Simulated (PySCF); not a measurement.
C₃H₅ClF₄Si, SMILES C[Si@@](F)(Cl)CC(F)(F)F, geometry in Å:

```xyz
14

C      1.7798    -0.3138     0.7830
Si     0.8361     0.1123    -0.7948
F      1.4767     1.4682    -1.4087
Cl     0.9439    -1.2849    -2.2200
C     -0.9845     0.6350    -0.5085
C     -1.6698    -0.1928     0.5380
F     -1.1352    -0.0277     1.7613
F     -1.6091    -1.5119     0.2846
F     -2.9736     0.1048     0.6612
H      1.4134    -1.2307     1.2358
H      2.8376    -0.4501     0.5717
H      1.6902     0.4749     1.5255
H     -1.0389     1.6745    -0.1856
H     -1.5673     0.5420    -1.4256
```

Vertical TDDFT excitations, ωB97X-D/def2-SVPD in PySCF 2.14.0, at a GFN2-xTB geometry (no frequency check), gas phase.

### Predict the low-lying singlet excitations and the spectrum.

The lowest singlet lies at 8.56 eV (145 nm, f = 0.050); the brightest of the first 8 is S4 at 9.30 eV (133 nm), f = 0.095, mixed, the largest part being HOMO → LUMO+2 (48 %). No singlet lies below 3.1 eV (beyond 400 nm), so at this level no vertical transition falls in the visible.


```csv
state,E (eV),λ (nm),f,main character
S1,8.56,145,0.050,HOMO → LUMO+1 (79 %)
S2,8.83,140,0.062,HOMO → LUMO (50 %)
S3,9.21,135,0.060,HOMO−1 → LUMO (54 %)
S4,9.30,133,0.095,HOMO → LUMO+2 (48 %)
S5,9.61,129,0.027,HOMO−1 → LUMO+1 (69 %)
S6,9.77,127,0.006,HOMO−2 → LUMO+1 (67 %)
S7,9.90,125,0.021,HOMO−2 → LUMO (28 %)
S8,10.10,123,0.027,HOMO → LUMO+3 (36 %)
```

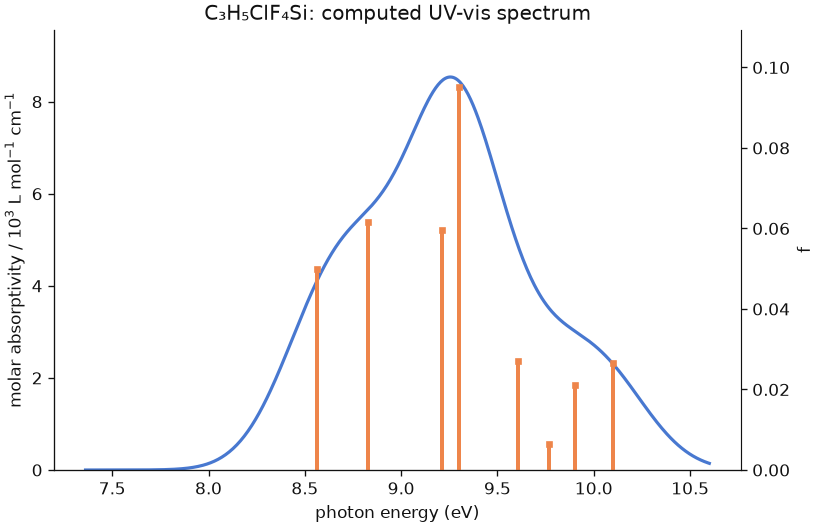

The lowest 8 singlet states are shown; each is broadened by a Gaussian of 1/e half-width 0.33 eV. Sticks give oscillator strengths (right axis).

Note: the tight-binding geometry is rougher than a DFT one and adds to the error; one conformer of a flexible molecule; core orbitals are frozen in the response.
